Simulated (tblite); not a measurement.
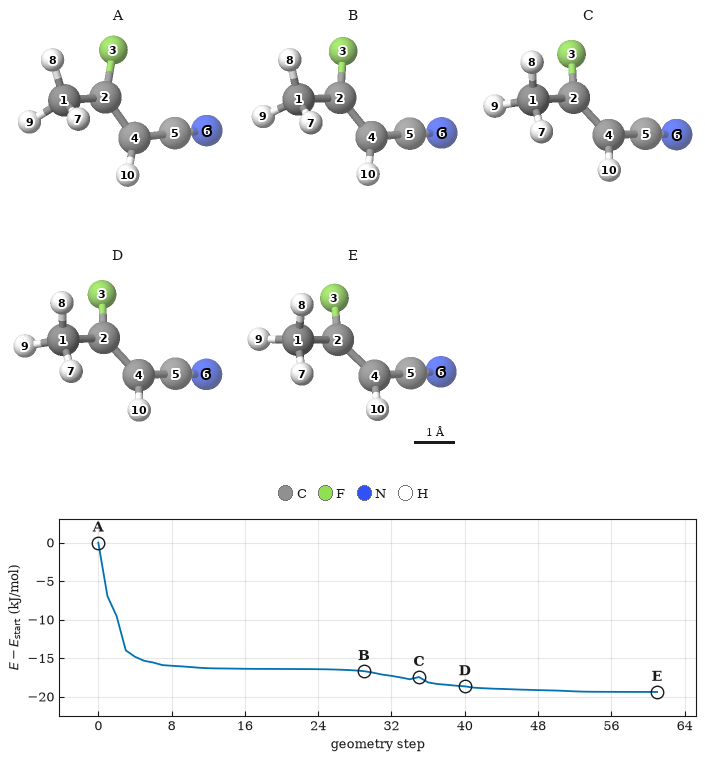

Frames of a relaxation of C$_{4}$H$_{4}$FN, marked on the history of the run. Style: ball-and-stick. Shown from a free direction.

Theory: GFN2-xTB geometry optimisation, gas phase in tblite. 

Describe the path.

H9 moves most after the best rigid fit: 0.60 Å. By element the largest moves are H 0.60 Å, F 0.49 Å, C 0.16 Å, N 0.04 Å. Among the contacts that change: C4–C5 1.461 → 1.407 Å, C1–H9 1.130 → 1.090 Å, C2–F3 1.377 → 1.344 Å, C1–H7 1.116 → 1.085 Å. Among the angles between lasting bonds that change: C1–C2–F3 117.7° → 113.1°, C5–C4–H10 120.7° → 116.2°, C1–C2–C4 123.0° → 127.0°. Groups turn about C1–C2 by about 50°. The energy falls by 19.4 kJ/mol in 61 geometry steps. From step 0 to 29: F and H atoms move most (0.14 Å), energy −16.7 kJ/mol. From step 29 to 35: H7 moves most (0.30 Å), energy −0.76 kJ/mol. From step 35 to 40: H9 moves most (0.02 Å), energy −1.21 kJ/mol. From step 40 to 61: H9 moves most (0.17 Å), energy −0.73 kJ/mol.
